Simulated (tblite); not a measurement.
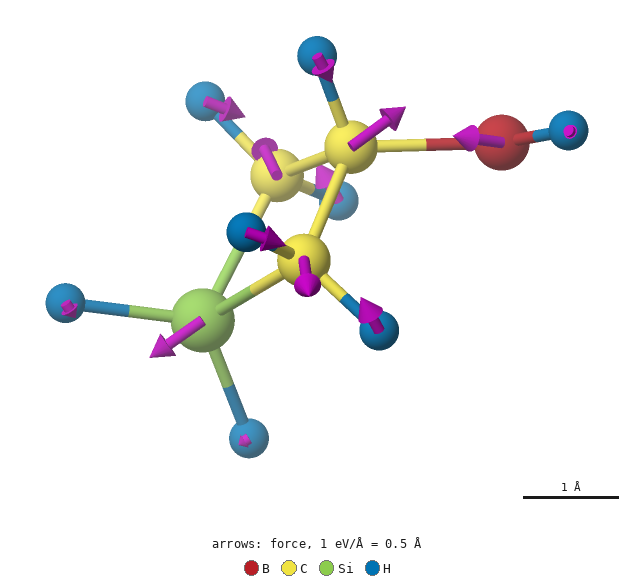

Starting geometry of C3H8BSi (multiplicity 2) with the computed forces as purple arrows. The picture is a ball-and-stick view, seen from a free direction.

These are results of tblite 0.8.0, GFN2-xTB geometry optimisation, gas phase, not measurements. 

**Is this structure relaxed? If not, where do the atoms go?**

It isn't relaxed: the largest force vector, on a C atom, is 1.72 eV/Å. The final displacements have little in common with the starting forces (cosine between the two patterns 0.23). After 86 geometry steps the energy has fallen by 36.0 kJ/mol. The largest move after the best rigid fit is that of an H atom, 0.43 Å. Largest moves by element: H 0.43 Å, B 0.42 Å, C 0.12 Å, Si 0.10 Å. Some distances before and after: B–C 1.598 → 1.536 Å, C–Si 1.856 → 1.908 Å, C–C 1.530 → 1.569 Å, C–H 1.114 → 1.089 Å. Bond angles that change, for instance: H–Si–H 120.3° → 111.0°, C–B–H 120.5° → 128.9°, Si–C–H 112.0° → 118.6°. Groups turn about B–C by about 25°.
